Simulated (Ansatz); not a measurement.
## Electronic structure of H4O4Si in real space

Input

```
crystal:
  periodic: [false, false, false]
  atoms:
    - {symbol: Si, position_ang: [-0.000018, 0.000068, 0.000040]}
    - {symbol: O, position_ang: [1.354782, 0.586774, 0.693154]}
    - {symbol: O, position_ang: [-0.630854, -1.070173, 1.056809]}
    - {symbol: H, position_ang: [-0.006691, -1.601319, 1.553073]}
    - {symbol: O, position_ang: [-1.173082, 1.091506, -0.304591]}
    - {symbol: O, position_ang: [0.449123, -0.607869, -1.445234]}
    - {symbol: H, position_ang: [1.990479, 1.001410, 0.108399]}
    - {symbol: H, position_ang: [-1.737890, 1.330583, 0.431483]}
    - {symbol: H, position_ang: [-0.245850, -0.731181, -2.093134]}
basis:
  gaussian: {orbitals: def2-TZVPP}
hamiltonian: {xc: pbe0, dispersion: d4}
output: {orbitals: {seedname: orbitals}}
```

Run with:

```sh
ansatz run in.yaml --threads 4 --pin off --events-out ev --progress --plain --max-ram 9574MiB
```

The reactant side of a reaction path; geometry: PBE0-D4/def2-TZVP; a saddle point, not a minimum.

Method: RKS PBE0-D4/def2-TZVPP in Ansatz 0.2.0.

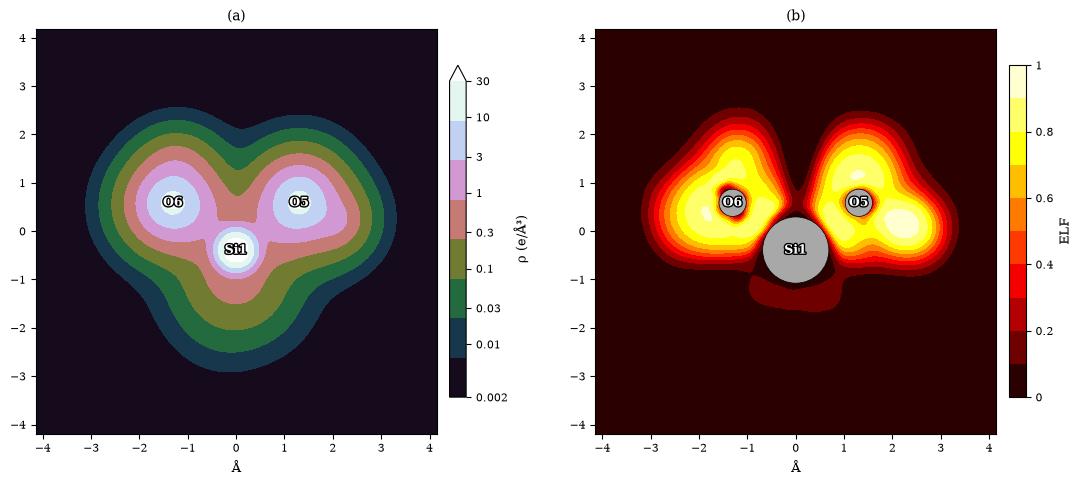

Figure 1. (a) electron density; (b) ELF on the plane of atoms O5, Si1 and O6. Grey discs cover the atomic cores in the ELF map.

Question: Interpret the plot.

Answer: The section cuts through Si and O sites.
Si–O (1.63 Å): ρ is about 1.2 e/Å³ halfway; the ELF peaks at about 0.90 between the atoms; a polar covalent bond.
The ELF also peaks beside O6 and O5, away from the bonds: lone-pair regions.

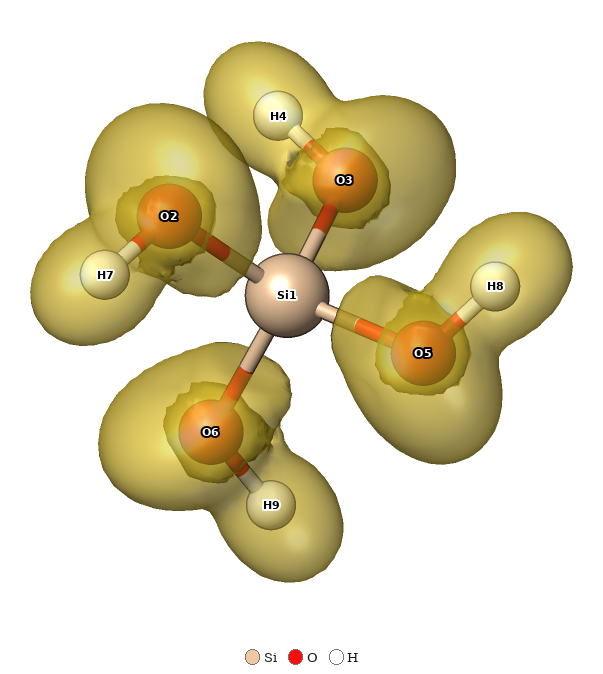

Figure 2. Isosurface of the ELF at 0.75 (yellow), seen across its widest extent. Only the valence region is drawn (cores and ρ < 0.01 e/Å³ removed).

Question: What do the ELF domains correspond to?

Answer: At this value the surface marks out four joined regions spread over several atoms (H, O), in which their bonds and any lone pairs are merged.


 O–H (0.96 Å): the ELF climbs to about 1 towards the hydrogen, as it does in any bond to H: an ordinary covalent bond to hydrogen.

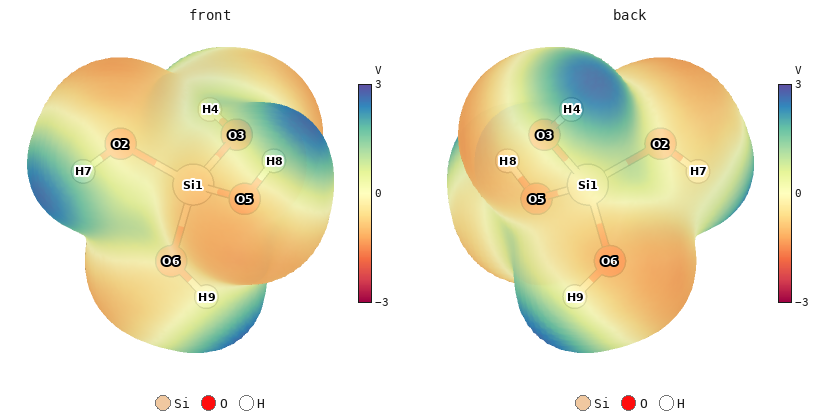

Figure 3. The molecular electrostatic potential painted on the density surface at 0.002 e/bohr³, seen from the front and from behind; the colour scale runs from red (negative) to blue (positive).

Question: Which sites attract a positive test charge, and which a negative one?

Answer: A positive charge is drawn to the negative regions and a negative charge to the positive ones. The most negative region (about −1.3 V) lies over O2, O3, O5 and O6, the most positive (about +2.6 V) over H4, H7, H8 and H9.
